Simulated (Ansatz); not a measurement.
# CH5OSSi radical: a spread of methods and bases

How do the results and run time of CH5OSSi radical respond when the settings are drawn wide?

The runs use Ansatz 0.2.0, Gaussian basis; the settings change from run to run.

### 1 The molecule

The structure was relaxed beforehand with PBE0-D4 in a triple-zeta def2 set.

SMILES `CO[SiH2][S]`, 9 atoms, charge 0, spin multiplicity 2.

Atoms are counted from 1 here; the program's logs count them from 0.

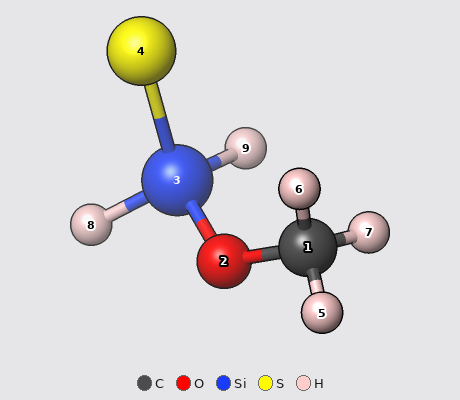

The structure; carbon dark grey, oxygen red, silicon blue, sulfur yellow, hydrogen pink; atoms are numbered from 1 in the order of the file.

### 2 B97/6-31++G**

Set apart from the defaults: multiplicity 4.

Contents of in.yaml:

```yaml
crystal:
  periodic: [false, false, false]
  atoms:
    - {symbol: C, position_ang: [-0.871218, 0.978900, 0.439865]}
    - {symbol: O, position_ang: [0.373685, 0.725124, -0.174851]}
    - {symbol: Si, position_ang: [0.914812, -0.769912, -0.548545]}
    - {symbol: S, position_ang: [1.055141, -2.119085, 1.075629]}
    - {symbol: H, position_ang: [-0.965242, 2.056244, 0.580530]}
    - {symbol: H, position_ang: [-0.937769, 0.487623, 1.415746]}
    - {symbol: H, position_ang: [-1.701731, 0.633492, -0.185939]}
    - {symbol: H, position_ang: [2.248186, -0.563003, -1.154499]}
    - {symbol: H, position_ang: [-0.027362, -1.475685, -1.465239]}
basis:
  gaussian: {orbitals: "6-31++G**"}
magnetization: {spin_polarized: true, initial_magnetization: 3}
hamiltonian: {xc: {name: B97}}
output: {forces: true}
```

Launch:

```sh
ansatz run in.yaml --threads 4 --pin off --events-out ev --progress --plain --max-ram 10444MiB
```

Log (excerpt; [...] marks lines left out):

```text
Functional definition: B97
  name "B97"
  cite "Becke, J. Chem. Phys. 107, 8554 (1997) doi:10.1063/1.475007"
[...]
      + integral(e_c_pw_opposite_spin*poly(b97_u_opposite, cos0, cos1, cos2))
1000 factors; integrals over basis functions are off by at most 1.2e-3 eV
[...]
mean field -21868.21675457 eV, -803.6421429206 hartree, gradient 6.7e-6 eV, S^2 3.755790; 10 other end points of the search recorded, 0 dependent functions left out
[...]
reference -21868.21682907 eV, -803.6421456587 hartree; 26, 23 occupied and 88, 91 virtual orbitals, 1000 factors
Total energy: -21868.21682907 eV, -803.6421456587 hartree
Atom 0 at    -0.871218     0.978900     0.439865 Å, force    -0.440334     0.239867    -0.065467 eV/Å
Atom 1 at     0.373685     0.725124    -0.174851 Å, force    -0.377917     2.057035    -0.072633 eV/Å
Atom 2 at     0.914812    -0.769912    -0.548545 Å, force     0.017678     1.374753    -2.473373 eV/Å
Atom 3 at     1.055141    -2.119085     1.075629 Å, force     0.657937    -3.111187     2.651482 eV/Å
Atom 4 at    -0.965242     2.056244     0.580530 Å, force     0.059183     0.170237     0.018765 eV/Å
Atom 5 at    -0.937769     0.487623     1.415746 Å, force    -0.053617    -0.039652     0.171976 eV/Å
Atom 6 at    -1.701731     0.633492    -0.185939 Å, force    -0.097909    -0.045943    -0.014794 eV/Å
Atom 7 at     2.248186    -0.563003    -1.154499 Å, force     0.152234    -0.347390    -0.073195 eV/Å
Atom 8 at    -0.027362    -1.475685    -1.465239 Å, force     0.082747    -0.297721    -0.142760 eV/Å
Dipole moment:    -0.222671     0.014441     0.001248 e Å
```

Run time: 20 s. Hardware: 4 threads of Arm Neoverse V2, shared host; peak memory 0.53 GiB.

Largest force 4.140 eV/Å, dipole 1.07 D, ⟨S²⟩ 3.756.

### 3 PBEsol/def2-SVPD

This run has charge +1, multiplicity 1.

Changes to in.yaml since step 2:

```diff
@@ -13,5 +13,4 @@
 basis:
-  gaussian: {orbitals: "6-31++G**"}
-magnetization: {spin_polarized: true, initial_magnetization: 3}
-hamiltonian: {xc: {name: B97}}
-output: {forces: true}
+  gaussian: {orbitals: def2-SVPD}
+total_charge: 1
+hamiltonian: {xc: {name: PBEsol}}
```

Launched as before.

Log:

```text
Functional definition: PBEsol
  name "PBEsol"
  cite "Perdew et al., Phys. Rev. Lett. 100, 136406 (2008) doi:10.1103/PhysRevLett.100.136406"
  cite "Perdew, Burke & Ernzerhof, Phys. Rev. Lett. 77, 3865 (1996) doi:10.1103/PhysRevLett.77.3865"
  parent pbesol
  exchange = pbesol_x
  correlation = pbesol_c
1172 factors; their error is unknown
mean field evaluation 1: about -21787.1279 eV, gradient 8.7e1 eV
mean field evaluation 2: about -21570.9320 eV, gradient 2.4e2 eV
mean field evaluation 4: about -21774.4323 eV, gradient 9.2e1 eV
mean field evaluation 8: about -21790.1362 eV, gradient 5.5e1 eV
mean field evaluation 16: about -21804.6523 eV, gradient 2.5e-3 eV
mean field evaluation 32: about -21791.8893 eV, gradient 4.9e1 eV
mean field evaluation 64: about -21804.6160 eV, gradient 1.8e0 eV
mean field -21804.65233566 eV, -801.3061936114 hartree, gradient 9.5e-6 eV, S^2 0.000000; 7 other end points of the search recorded, 0 dependent functions left out
reference -21804.65239473 eV, -801.3061957823 hartree; 24, 24 occupied and 110, 110 virtual orbitals, 1172 factors
Total energy: -21804.65239473 eV, -801.3061957823 hartree
```

Wall time 3 s (4 threads of Arm Neoverse V2, shared host).

### 4 BHLYP/pcseg-2

Set apart from the defaults: coordinates scaled by 1.25.

Contents of in.yaml:

```yaml
crystal:
  periodic: [false, false, false]
  atoms:
    - {symbol: C, position_ang: [-1.089023, 1.223624, 0.549831]}
    - {symbol: O, position_ang: [0.467106, 0.906406, -0.218563]}
    - {symbol: Si, position_ang: [1.143514, -0.962390, -0.685681]}
    - {symbol: S, position_ang: [1.318927, -2.648856, 1.344536]}
    - {symbol: H, position_ang: [-1.206553, 2.570304, 0.725663]}
    - {symbol: H, position_ang: [-1.172211, 0.609529, 1.769683]}
    - {symbol: H, position_ang: [-2.127164, 0.791865, -0.232423]}
    - {symbol: H, position_ang: [2.810233, -0.703753, -1.443124]}
    - {symbol: H, position_ang: [-0.034203, -1.844606, -1.831548]}
basis:
  gaussian: {orbitals: pcseg-2}
magnetization: {spin_polarized: true, initial_magnetization: 1}
hamiltonian: {xc: {name: BHLYP}}
output: {forces: true}
```

The command is unchanged.

Log (excerpt; [...] marks lines left out):

```text
Functional definition: BHLYP
  name "BHLYP"
  cite "Becke, J. Chem. Phys. 98, 1372 (1993) doi:10.1063/1.464304"
  cite "Becke, Phys. Rev. A 38, 3098 (1988) doi:10.1103/PhysRevA.38.3098"
  cite "Lee, Yang & Parr, Phys. Rev. B 37, 785 (1988) doi:10.1103/PhysRevB.37.785"
[...]
1239 factors; their error is unknown
[...]
mean field -21870.79373125 eV, -803.7368450671 hartree, gradient 2.8e-6 eV, S^2 0.759614; 2 other end points of the search recorded, 0 dependent functions left out
[...]
reference -21870.79396259 eV, -803.7368535687 hartree; 25, 24 occupied and 173, 174 virtual orbitals, 1239 factors
Total energy: -21870.79396259 eV, -803.7368535687 hartree
Atom 0 at    -1.089023     1.223624     0.549831 Å, force    -0.719812    -0.226121     0.363745 eV/Å
Atom 1 at     0.467106     0.906406    -0.218563 Å, force    -2.474604    -3.184699     0.996931 eV/Å
Atom 2 at     1.143514    -0.962390    -0.685681 Å, force    -0.979045     1.415541     0.012242 eV/Å
Atom 3 at     1.318927    -2.648856     1.344536 Å, force    -0.189689     2.033740    -2.299268 eV/Å
Atom 4 at    -1.206553     2.570304     0.725663 Å, force     0.843785    -4.922717    -0.841507 eV/Å
Atom 5 at    -1.172211     0.609529     1.769683 Å, force     0.566202     2.126237    -4.487771 eV/Å
Atom 6 at    -2.127164     0.791865    -0.232423 Å, force     3.954652     1.470933     2.642335 eV/Å
Atom 7 at     2.810233    -0.703753    -1.443124 Å, force    -3.154881    -0.393551     1.505638 eV/Å
Atom 8 at    -0.034203    -1.844606    -1.831548 Å, force     2.153393     1.680637     2.107656 eV/Å
Dipole moment:    -0.306953     0.071625    -0.162974 e Å
```

Run time: 9.5 s. Hardware: 4 threads of Arm Neoverse V2, shared host; peak memory 0.78 GiB.

Largest force 5.065 eV/Å, dipole 1.70 D, ⟨S²⟩ 0.760.

### 5 CAM-B3LYP/aug-cc-pVDZ

Set apart from the defaults: a point charge of 0.50 e beside it, D3(BJ) with three-body dispersion.

Contents of in.yaml:

```yaml
crystal:
  periodic: [false, false, false]
  atoms:
    - {symbol: C, position_ang: [-0.871218, 0.978900, 0.439865]}
    - {symbol: O, position_ang: [0.373685, 0.725124, -0.174851]}
    - {symbol: Si, position_ang: [0.914812, -0.769912, -0.548545]}
    - {symbol: S, position_ang: [1.055141, -2.119085, 1.075629]}
    - {symbol: H, position_ang: [-0.965242, 2.056244, 0.580530]}
    - {symbol: H, position_ang: [-0.937769, 0.487623, 1.415746]}
    - {symbol: H, position_ang: [-1.701731, 0.633492, -0.185939]}
    - {symbol: H, position_ang: [2.248186, -0.563003, -1.154499]}
    - {symbol: H, position_ang: [-0.027362, -1.475685, -1.465239]}
basis:
  gaussian: {orbitals: aug-cc-pVDZ, point_charges: [{charge: 0.50, position_ang: [4.968, -0.914, -0.290]}]}
magnetization: {spin_polarized: true, initial_magnetization: 1}
hamiltonian: {xc: {name: CAM-B3LYP}, dispersion: d3bjatm}
output: {forces: true}
```

Same command.

Log (excerpt; [...] marks lines left out):

```text
Functional definition: CAM-B3LYP
  name "CAM-B3LYP"
  cite "Yanai, Tew & Handy, Chem. Phys. Lett. 393, 51 (2004) doi:10.1016/j.cplett.2004.06.011"
  cite "Iikura, Tsuneda, Yanai & Hirao, J. Chem. Phys. 115, 3540 (2001) doi:10.1063/1.1383587"
  cite "Becke, Phys. Rev. A 38, 3098 (1988) doi:10.1103/PhysRevA.38.3098"
  cite "Lee, Yang & Parr, Phys. Rev. B 37, 785 (1988) doi:10.1103/PhysRevB.37.785"
  cite "Vosko, Wilk & Nusair, Can. J. Phys. 58, 1200 (1980) doi:10.1139/p80-159"
[...]
  # Exact exchange under (alpha + beta erf(omega r))/r, Becke's under what is left of 1/r.
[...]
1434 factors; integrals over basis functions are off by at most 8.6e-4 eV
623 factors; integrals over basis functions are off by at most 1.7e-5 eV
[...]
mean field -21878.28829682 eV, -804.0122652719 hartree, gradient 4.4e-6 eV, S^2 0.753681; 2 other end points of the search recorded, 0 dependent functions left out
[...]
Total energy: -21878.44877847 eV, -804.0181628636 hartree
Atom 0 at    -0.871218     0.978900     0.439865 Å, force    -0.311886     0.071342     0.152861 eV/Å
Atom 1 at     0.373685     0.725124    -0.174851 Å, force     0.129735     0.911762     0.117250 eV/Å
Atom 2 at     0.914812    -0.769912    -0.548545 Å, force    -0.030976    -0.724503    -0.577144 eV/Å
Atom 3 at     1.055141    -2.119085     1.075629 Å, force     0.086732    -0.296444     0.406588 eV/Å
Atom 4 at    -0.965242     2.056244     0.580530 Å, force     0.002257     0.147229     0.006837 eV/Å
Atom 5 at    -0.937769     0.487623     1.415746 Å, force     0.004428    -0.062753     0.136310 eV/Å
Atom 6 at    -1.701731     0.633492    -0.185939 Å, force    -0.092997    -0.050026    -0.107927 eV/Å
Atom 7 at     2.248186    -0.563003    -1.154499 Å, force     0.210068     0.068769    -0.063833 eV/Å
Atom 8 at    -0.027362    -1.475685    -1.465239 Å, force     0.055620    -0.058078    -0.060391 eV/Å
Dipole moment:    -0.450674     0.123458    -0.032534 e Å
```

It took 10 s on 4 threads of Arm Neoverse V2, shared host; peak memory 0.72 GiB.

Largest force 0.928 eV/Å, dipole 2.25 D, ⟨S²⟩ 0.754.

### 6 revPBE/6-31G*

Changes to in.yaml since step 5:

```diff
@@ -13,5 +13,4 @@
 basis:
-  gaussian: {orbitals: aug-cc-pVDZ, point_charges: [{charge: 0.50, position_ang: [4.968, -0.914, -0.290]}]}
+  gaussian: {orbitals: "6-31G*"}
 magnetization: {spin_polarized: true, initial_magnetization: 1}
-hamiltonian: {xc: {name: CAM-B3LYP}, dispersion: d3bjatm}
-output: {forces: true}
+hamiltonian: {xc: {name: revPBE}}
```

Launched as before.

Log:

```text
Functional definition: revPBE
  name "revPBE"
  cite "Zhang & Yang, Phys. Rev. Lett. 80, 890 (1998) doi:10.1103/PhysRevLett.80.890"
  cite "Perdew, Burke & Ernzerhof, Phys. Rev. Lett. 77, 3865 (1996) doi:10.1103/PhysRevLett.77.3865"
  parameter kappa = 1.245
  parameter beta = 0.06672455060314922
  exchange = pbe_x(kappa = kappa, mu = beta*pi^2/3)
  correlation = pbe_c(beta = beta)
942 factors; their error is unknown
mean field evaluation 1: about -21867.9672 eV, gradient 3.5e1 eV
mean field evaluation 2: about -21828.4705 eV, gradient 9.5e1 eV
mean field evaluation 4: about -21872.8912 eV, gradient 5.5e0 eV
mean field evaluation 8: about -21873.0700 eV, gradient 2.2e-1 eV
mean field evaluation 16: about -21873.0000 eV, gradient 8.7e-4 eV
mean field evaluation 32: about -21872.8003 eV, gradient 2.9e0 eV
mean field -21872.99996162 eV, -803.8179225375 hartree, gradient 6.9e-6 eV, S^2 0.752470; 5 other end points of the search recorded, 0 dependent functions left out
reference -21873.00000231 eV, -803.8179240330 hartree; 25, 24 occupied and 53, 54 virtual orbitals, 942 factors
Total energy: -21873.00000231 eV, -803.8179240330 hartree
```

Run time: 1.9 s. Hardware: 4 threads of Arm Neoverse V2, shared host.

⟨S²⟩ 0.752.

### 7 r2SCAN/cc-pVTZ

Set apart from the defaults: restricted open-shell orbitals.

Changes to in.yaml since step 6:

```diff
@@ -13,4 +13,4 @@
 basis:
-  gaussian: {orbitals: "6-31G*"}
-magnetization: {spin_polarized: true, initial_magnetization: 1}
-hamiltonian: {xc: {name: revPBE}}
+  gaussian: {orbitals: cc-pVTZ}
+magnetization: {spin_polarized: false, initial_magnetization: 1}
+hamiltonian: {xc: {name: r2SCAN}}
```

Same command.

Log (excerpt; [...] marks lines left out):

```text
Functional definition: r2SCAN
  name "r2SCAN"
  cite "Furness, Kaplan, Ning, Perdew & Sun, J. Phys. Chem. Lett. 11, 8208 (2020) doi:10.1021/acs.jpclett.0c02405"
  cite "Furness, Kaplan, Ning, Perdew & Sun, J. Phys. Chem. Lett. 11, 9248 (2020) doi:10.1021/acs.jpclett.0c03077"
  parent r2scan
[...]
1174 factors; their error is unknown
[...]
mean field -21877.71194094 eV, -803.9910845839 hartree, gradient 8.3e-6 eV, S^2 0.750000; 5 other end points of the search recorded, 0 dependent functions left out
reference -21877.71195447 eV, -803.9910850808 hartree; 25, 24 occupied and 173, 174 virtual orbitals, 1174 factors
Total energy: -21877.71195447 eV, -803.9910850808 hartree
```

Wall time 11 s (4 threads of Arm Neoverse V2, shared host); peak memory 0.61 GiB.

### 8 PBE-QIDH/pcseg-2

Changes to in.yaml since step 7:

```diff
@@ -13,4 +13,5 @@
 basis:
-  gaussian: {orbitals: cc-pVTZ}
-magnetization: {spin_polarized: false, initial_magnetization: 1}
-hamiltonian: {xc: {name: r2SCAN}}
+  gaussian: {orbitals: pcseg-2}
+magnetization: {spin_polarized: true, initial_magnetization: 1}
+hamiltonian: {xc: {name: PBE-QIDH}}
+output: {forces: true}
```

Same command.

Log (excerpt; [...] marks lines left out):

```text
Functional definition: PBE-QIDH
  name "PBE-QIDH"
  cite "Brémond, Sancho-García, Pérez-Jiménez & Adamo, J. Chem. Phys. 141, 031101 (2014) doi:10.1063/1.4890314"
  cite "Perdew, Burke & Ernzerhof, Phys. Rev. Lett. 77, 3865 (1996) doi:10.1103/PhysRevLett.77.3865"
[...]
1193 factors; integrals over basis functions are off by at most 9.8e-4 eV
[...]
mean field -21858.18544936 eV, -803.2734992537 hartree, gradient 8.3e-6 eV, S^2 0.757589; 2 other end points of the search recorded, 0 dependent functions left out
12 core orbitals not correlated: weight in the atoms' cores, before any rotation towards them, 1.000 or more for the frozen orbitals, at most 0.000 for the correlated occupied ones
reference -21858.18546490 eV, -803.2734998248 hartree; 13, 12 occupied and 173, 174 virtual orbitals, 1193 factors
second order -20.17544642 eV of doubles, -0.00000000 eV of singles
[...]
Total energy: -21864.91061371 eV, -803.5206444850 hartree
Atom 0 at    -0.871218     0.978900     0.439865 Å, force    -0.062576     0.026556     0.028749 eV/Å
Atom 1 at     0.373685     0.725124    -0.174851 Å, force    -0.086432    -0.243296     0.065359 eV/Å
Atom 2 at     0.914812    -0.769912    -0.548545 Å, force    -0.035878     0.114743    -0.167348 eV/Å
Atom 3 at     1.055141    -2.119085     1.075629 Å, force    -0.003624     0.086636    -0.044227 eV/Å
Atom 4 at    -0.965242     2.056244     0.580530 Å, force     0.026182    -0.250188    -0.035235 eV/Å
Atom 5 at    -0.937769     0.487623     1.415746 Å, force     0.024696     0.108055    -0.220736 eV/Å
Atom 6 at    -1.701731     0.633492    -0.185939 Å, force     0.200305     0.066542     0.129727 eV/Å
Atom 7 at     2.248186    -0.563003    -1.154499 Å, force    -0.194435    -0.038494     0.103051 eV/Å
Atom 8 at    -0.027362    -1.475685    -1.465239 Å, force     0.131762     0.129445     0.140661 eV/Å
Dipole moment:    -0.239703     0.120632    -0.057231 e Å
```

It took 19 s on 4 threads of Arm Neoverse V2, shared host; peak memory 0.98 GiB.

Largest force 0.266 eV/Å, dipole 1.32 D, ⟨S²⟩ 0.758.

### 9 revPBE/def2-TZVPD

This run has relativity set to scalar.

Changes to in.yaml since step 8:

```diff
@@ -13,5 +13,5 @@
 basis:
-  gaussian: {orbitals: pcseg-2}
+  gaussian: {orbitals: def2-TZVPD}
 magnetization: {spin_polarized: true, initial_magnetization: 1}
-hamiltonian: {xc: {name: PBE-QIDH}}
+hamiltonian: {xc: {name: revPBE}, pseudopotentials: {relativity: scalar}}
 output: {forces: true}
```

Same command.

Log (excerpt; [...] marks lines left out):

```text
Functional definition: revPBE
  name "revPBE"
  cite "Zhang & Yang, Phys. Rev. Lett. 80, 890 (1998) doi:10.1103/PhysRevLett.80.890"
  cite "Perdew, Burke & Ernzerhof, Phys. Rev. Lett. 77, 3865 (1996) doi:10.1103/PhysRevLett.77.3865"
[...]
1181 factors; their error is unknown
[...]
mean field -21919.05446429 eV, -805.5103942940 hartree, gradient 7.4e-6 eV, S^2 0.754114; 5 other end points of the search recorded, 0 dependent functions left out
[...]
reference -21919.05454168 eV, -805.5103971379 hartree; 25, 24 occupied and 186, 187 virtual orbitals, 1181 factors
Total energy: -21919.05454168 eV, -805.5103971379 hartree
Relativity: scalar
Atom 0 at    -0.871218     0.978900     0.439865 Å, force    -0.386905     0.086802     0.185806 eV/Å
Atom 1 at     0.373685     0.725124    -0.174851 Å, force     0.425363     0.565727    -0.215529 eV/Å
Atom 2 at     0.914812    -0.769912    -0.548545 Å, force     0.195140    -0.475397     0.004157 eV/Å
Atom 3 at     1.055141    -2.119085     1.075629 Å, force     0.044860    -0.216676     0.156455 eV/Å
Atom 4 at    -0.965242     2.056244     0.580530 Å, force    -0.038608     0.293339     0.044673 eV/Å
Atom 5 at    -0.937769     0.487623     1.415746 Å, force    -0.048781    -0.104084     0.257604 eV/Å
Atom 6 at    -1.701731     0.633492    -0.185939 Å, force    -0.245796    -0.072621    -0.146420 eV/Å
Atom 7 at     2.248186    -0.563003    -1.154499 Å, force     0.183080     0.043696    -0.119184 eV/Å
Atom 8 at    -0.027362    -1.475685    -1.465239 Å, force    -0.128352    -0.120785    -0.167562 eV/Å
Dipole moment:    -0.219724     0.142980    -0.074880 e Å
```

It took 7 s on 4 threads of Arm Neoverse V2, shared host; peak memory 0.61 GiB.

Largest force 0.740 eV/Å, dipole 1.31 D, ⟨S²⟩ 0.754.

### 10 PBE/def2-SVP

This run has a grid of angular degree 47, D3(BJ) with three-body dispersion.

Changes to in.yaml since step 9:

```diff
@@ -13,5 +13,4 @@
 basis:
-  gaussian: {orbitals: def2-TZVPD}
+  gaussian: {orbitals: def2-SVP, final_grid: {core_spheres: 20, valence_spheres: 16, degree: 47}}
 magnetization: {spin_polarized: true, initial_magnetization: 1}
-hamiltonian: {xc: {name: revPBE}, pseudopotentials: {relativity: scalar}}
-output: {forces: true}
+hamiltonian: {xc: {name: PBE}, dispersion: d3bjatm}
```

Same command.

Log:

```text
Functional definition: PBE
  name "PBE"
  cite "Perdew, Burke & Ernzerhof, Phys. Rev. Lett. 77, 3865 (1996) doi:10.1103/PhysRevLett.77.3865"
  parent pbe
  parameter kappa = 0.804
  parameter beta = 0.06672455060314922
  exchange = pbe_x(kappa = kappa, mu = beta*pi^2/3)
  correlation = pbe_c(beta = beta)
992 factors; their error is unknown
mean field evaluation 1: about -21852.0618 eV, gradient 3.6e1 eV
mean field evaluation 2: about -21809.4338 eV, gradient 9.8e1 eV
mean field evaluation 4: about -21857.6925 eV, gradient 5.8e0 eV
mean field evaluation 8: about -21857.8738 eV, gradient 2.2e-1 eV
mean field evaluation 16: about -21857.8091 eV, gradient 1.0e-3 eV
mean field evaluation 32: about -21857.8002 eV, gradient 9.8e-1 eV
mean field -21857.80906601 eV, -803.2596674208 hartree, gradient 7.6e-6 eV, S^2 0.752453; 5 other end points of the search recorded, 0 dependent functions left out
reference -21857.80909882 eV, -803.2596686266 hartree; 25, 24 occupied and 64, 65 virtual orbitals, 992 factors
Total energy: -21857.99871240 eV, -803.2666367972 hartree
```

It took 3 s on 4 threads of Arm Neoverse V2, shared host.

⟨S²⟩ 0.752.

### 11 The runs in one table

| level | charge | multiplicity | geometry | functions | energy (eV) | time |
| --- | --- | --- | --- | --- | --- | --- |
| B97/6-31++G** | 0 | 4 | relaxed | 114 | -21868.217 | 20 s |
| PBEsol/def2-SVPD | 1 | 1 | relaxed | 134 | -21804.652 | 3 s |
| BHLYP/pcseg-2 | 0 | 2 | scaled | 198 | -21870.794 | 9.5 s |
| CAM-B3LYP/aug-cc-pVDZ | 0 | 2 | relaxed, point charge | 145 | -21878.449 | 10 s |
| revPBE/6-31G* | 0 | 2 | relaxed | 78 | -21873.000 | 1.9 s |
| r2SCAN/cc-pVTZ | 0 | 2 | relaxed | 198 | -21877.712 | 11 s |
| PBE-QIDH/pcseg-2 | 0 | 2 | relaxed | 198 | -21864.911 | 19 s |
| revPBE/def2-TZVPD | 0 | 2 | relaxed | 211 | -21919.055 | 7 s |
| PBE/def2-SVP | 0 | 2 | relaxed | 89 | -21857.999 | 3 s |

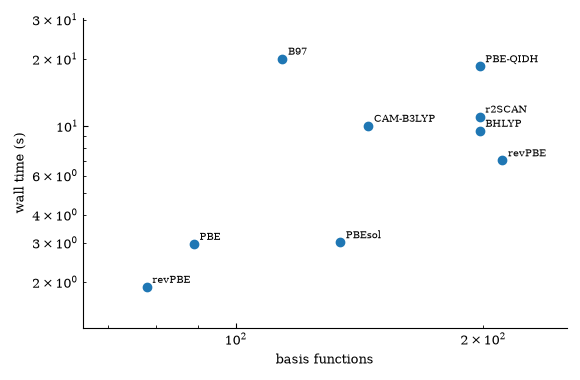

Wall time against the number of basis functions (shared host).

### 12 What came out

| quantity | value |
| --- | --- |
| runs | 9 |
| quickest | revPBE/6-31G*, 1.9 s |
| slowest | B97/6-31++G**, 20 s |
| spread of total energies, same state and geometry | 61.1 eV |
| dipole, same state and geometry | 1.31 to 1.32 D |

In words: Run time spans a factor of 11, from revPBE/6-31G* to B97/6-31++G**. The jobs differ in tasks and options as well as level. Total energies at one charge and spin differ by 61 eV between levels, so only differences within one level mean anything. Some of these runs are scalar-relativistic and others not, which shifts the totals of all-electron atoms past neon by several eV an atom and more; core potentials, where a basis has them, take the core out of the total altogether. At the PBE0-D4/def2-TZVP geometry and in the same state, the sound runs without point charges leave forces up to 0.74 eV/Å (revPBE/def2-TZVPD), against 5.1 eV/Å where the atoms were moved.
